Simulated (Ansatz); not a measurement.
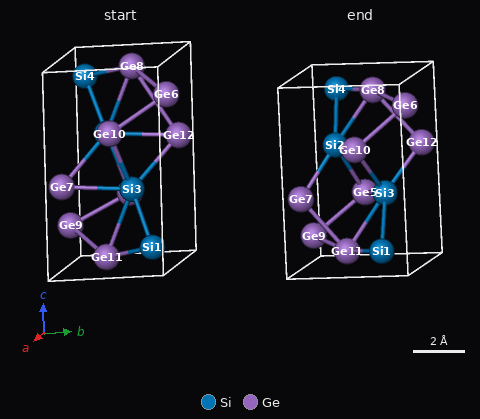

The structure of a crystal of SiGe2 (a generated structure, set up in P1) (coarse preliminary run) before (left) and after (right) a relaxation, at one scale.

The picture is a ball-and-stick view of the cell of the calculation, seen slightly off an axis.

The calculation used Ansatz 0.2.0, DFT PBE, scalar-relativistic, plane waves, PAW. Settings: plane-wave cutoff 420 eV; k-point mesh 4 × 4 × 4; occupations gaussian; smearing width 0.2 eV; no spin polarisation; cell and atoms relaxed; force threshold 0.025 eV/Å; at most 60 steps.

Summarise the run.

Answer. The run was cut off at its time limit before the relaxation converged, so the last structure is only a point on the way. After 7 geometry steps the energy has fallen by 42.2 meV per atom. Largest force component: 0.52 eV/Å at the start, 0.23 eV/Å at the end. The pressure goes from −1.14 to 0.91 GPa. The atom that moves furthest relative to the cell is Si1 (0.61 Å along [1 −1 0]). By element the largest moves are Si 0.61 Å, Ge 0.37 Å. The drawn cell changes as follows: a 5.223 → 5.187 Å (−0.7 %), b 5.182 → 5.383 Å (+3.9 %), c 8.660 → 7.989 Å (−7.7 %), α 80.8° → 82.7°, β 83.9° → 81.7°, γ 77.3° → 79.1°; the volume changes by −4.2 %. Among the contacts that change: Si1–Ge11 2.780 → 3.444 Å, Si4–Ge8 2.740 → 3.384 Å, Ge6–Ge9 3.407 → 2.764 Å, Ge5–Ge10 3.447 → 2.821 Å. Bond angles that change, for instance: Ge6–Si4–Ge8 138.5° → 164.6°, Ge10–Si2–Ge12 141.0° → 164.4°, Si2–Ge10–Si4 109.5° → 88.8°. The space group stays P1 (No. 1). Cost: 9.2 min on 1 thread of Arm Neoverse V1, on a shared host, peak memory 0.8 GiB.
